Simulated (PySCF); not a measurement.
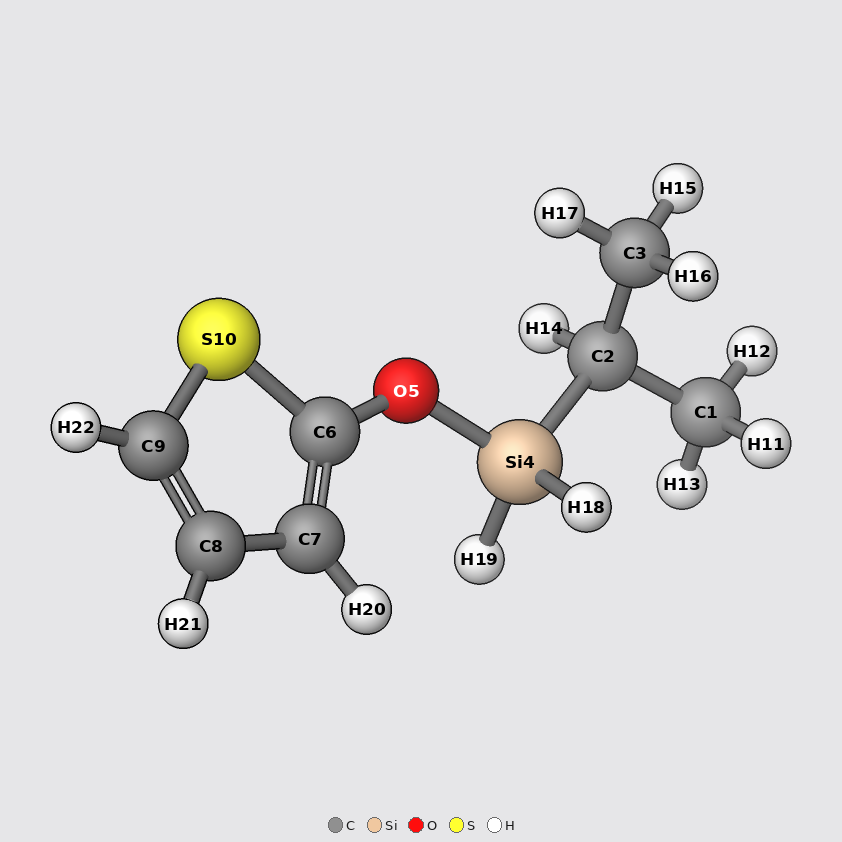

The computed structure is the end point of a PBE0-D3(BJ)/def2-SVP optimisation. No frequency run is at hand to confirm it as a minimum. Electric field gradients from the ground-state density, PBE0/pcSseg-1 in benzene (IEF-PCM) (PySCF 2.14.0), non-relativistic apart from any core potentials.

Give the largest field-gradient component, the quadrupole coupling constant and the asymmetry for 17O at O5 (Q = −25.6 mb), 33S at S10 (Q = −67.81 mb), 2H at H11 (Q = 2.86 mb), 2H at H12 (Q = 2.86 mb), 2H at H13 (Q = 2.86 mb), 2H at H14 (Q = 2.86 mb).

| atom | V_zz (a.u.) | e²qQ/h (MHz) | η |
| --- | --- | --- | --- |
| O5 | 1.670 | −10.04 | 0.26 |
| S10 | 1.896 | −30.2 | 0.73 |
| H11 | 0.287 | 0.193 | 0.03 |
| H12 | 0.289 | 0.194 | 0.02 |
| H13 | 0.290 | 0.195 | 0.03 |
| H14 | 0.281 | 0.189 | 0.02 |
